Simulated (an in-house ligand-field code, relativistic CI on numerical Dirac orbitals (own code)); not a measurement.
**d5 in a ligand field: terms for several parameter sets**

Aim: the terms of a d5 shell from Racah B and C and the field, by exact diagonalisation.

Program: an in-house ligand-field code version 1. Level of theory: parametric ligand-field model of a d^n configuration (Racah B and C, spin-orbit zeta, crystal field), exact diagonalisation. These are calculated values, not measurements, unless marked.

## (1) The atom as given

| Quantity | Value |
| --- | --- |
| shell | d5 |
| set 1 (cm⁻¹) | B = 320, C = 1570, Oh, 10Dq = 22700 |
| set 2 (cm⁻¹) | B = 980, C = 4700, Oh, 10Dq = 21600 |
| set 3 (cm⁻¹) | B = 1030, C = 5330, Oh, 10Dq = 11900 |
| set 4 (cm⁻¹) | B = 1040, C = 4010, Oh, 10Dq = 20950 |
| set 5 (cm⁻¹) | B = 590, C = 2270, Oh, 10Dq = 15200 |
| set 6 (cm⁻¹) | B = 480, C = 2270, Oh, 10Dq = 24300 |
| set 7 (cm⁻¹) | B = 970, C = 4860, Oh, 10Dq = 33600 |
| set 8 (cm⁻¹) | B = 620, C = 2450, Oh, 10Dq = 27300 |

## (2) Set 1

Input settings:

```ini
n = 5
racah_B = 320  # cm-1
racah_C = 1570  # cm-1
zeta = 0  # cm-1
symmetry = Oh
field = {"10Dq": 22700}  # cm-1
```

## (3) Set 2

Input settings:

```ini
n = 5
racah_B = 980  # cm-1
racah_C = 4700  # cm-1
zeta = 0  # cm-1
symmetry = Oh
field = {"10Dq": 21600}  # cm-1
```

## (4) Set 3

Input settings:

```ini
n = 5
racah_B = 1030  # cm-1
racah_C = 5330  # cm-1
zeta = 0  # cm-1
symmetry = Oh
field = {"10Dq": 11900}  # cm-1
```

## (5) Set 4

Input settings:

```ini
n = 5
racah_B = 1040  # cm-1
racah_C = 4010  # cm-1
zeta = 0  # cm-1
symmetry = Oh
field = {"10Dq": 20950}  # cm-1
```

## (6) Set 5

Input settings:

```ini
n = 5
racah_B = 590  # cm-1
racah_C = 2270  # cm-1
zeta = 0  # cm-1
symmetry = Oh
field = {"10Dq": 15200}  # cm-1
```

## (7) Set 6

Input settings:

```ini
n = 5
racah_B = 480  # cm-1
racah_C = 2270  # cm-1
zeta = 0  # cm-1
symmetry = Oh
field = {"10Dq": 24300}  # cm-1
```

## (8) Set 7

Input settings:

```ini
n = 5
racah_B = 970  # cm-1
racah_C = 4860  # cm-1
zeta = 0  # cm-1
symmetry = Oh
field = {"10Dq": 33600}  # cm-1
```

## (9) Set 8

Input settings:

```ini
n = 5
racah_B = 620  # cm-1
racah_C = 2450  # cm-1
zeta = 0  # cm-1
symmetry = Oh
field = {"10Dq": 27300}  # cm-1
```

(Steps that only read results are left out.)

**Question.** What will these runs give? Wanted: lowest terms; sets at their largest spin, of those that allow S over 1.

**Answer**, as computed:

| set | 10Dq/B (size) | lowest | S | electrons in z² and x²-y² | first level of the same spin (cm⁻¹) |
| --- | --- | --- | --- | --- | --- |
| 1: Oh | 70.9 | 2T2 | 0.50 | 0.02 | 2A2 20652 |
| 2: Oh | 22.0 | 6A1 | 2.50 | 2.00 | - |
| 3: Oh | 11.6 | 6A1 | 2.50 | 2.00 | - |
| 4: Oh | 20.1 | 6A1 | 2.50 | 2.00 | - |
| 5: Oh | 25.8 | 2T2 | 0.50 | 0.07 | 2A2 12568 |
| 6: Oh | 50.6 | 2T2 | 0.50 | 0.03 | 2A2 21481 |
| 7: Oh | 34.6 | 2T2 | 0.50 | 0.06 | 2A2 28210 |
| 8: Oh | 44.0 | 2T2 | 0.50 | 0.03 | 2A2 24099 |

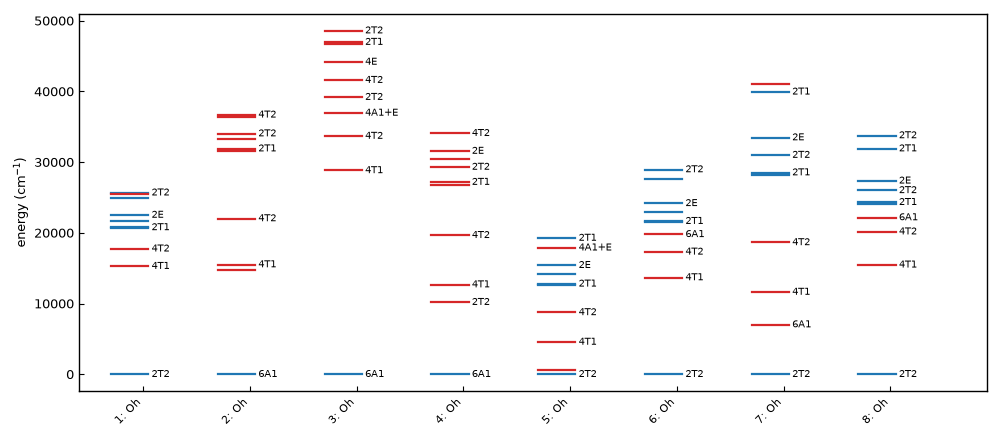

The lowest levels of each set; blue lies within 0.3 of the lowest level's S, red farther.

```
                                                quantity                                                           value
                                            lowest terms  1: 2T2, 2: 6A1, 3: 6A1, 4: 6A1, 5: 2T2, 6: 2T2, 7: 2T2, 8: 2T2
sets at their largest spin, of those that allow S over 1                                                         2, 3, 4
```

In words: 3 of 8 sets have the highest spin that their shell allows, S = 5/2. B, C and the field are free parameters here, not those of a compound.
